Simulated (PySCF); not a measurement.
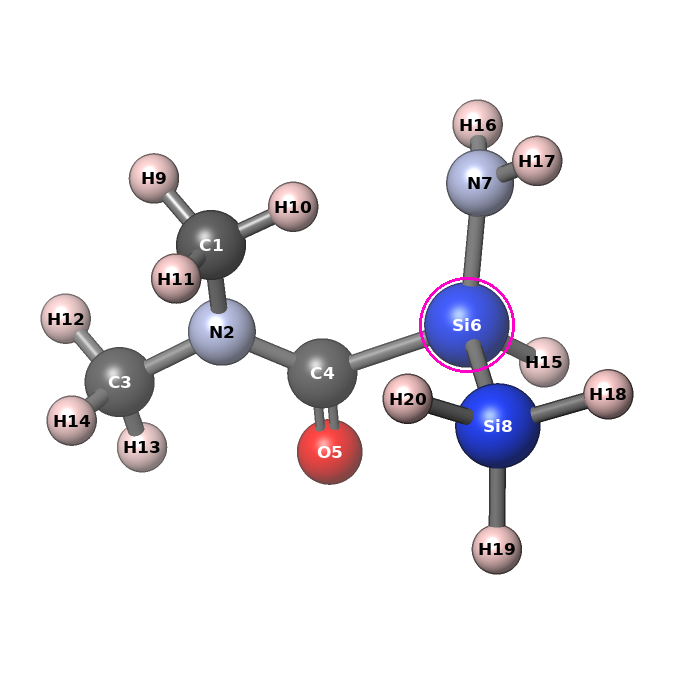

Atoms fade into the background with distance from the viewer. Circles mark the stereogenic atoms. The computed structure is the end point of a PBE0-D3(BJ)/def2-SVP optimisation. No frequency run is at hand to confirm it as a minimum.

Give the R/S and E/Z labels.

Si6: S (priorities Si8 > N7 > C4 > H15).

Give a SMILES with the stereochemistry.

CN(C)C(=O)[Si@@H](N)[SiH3]
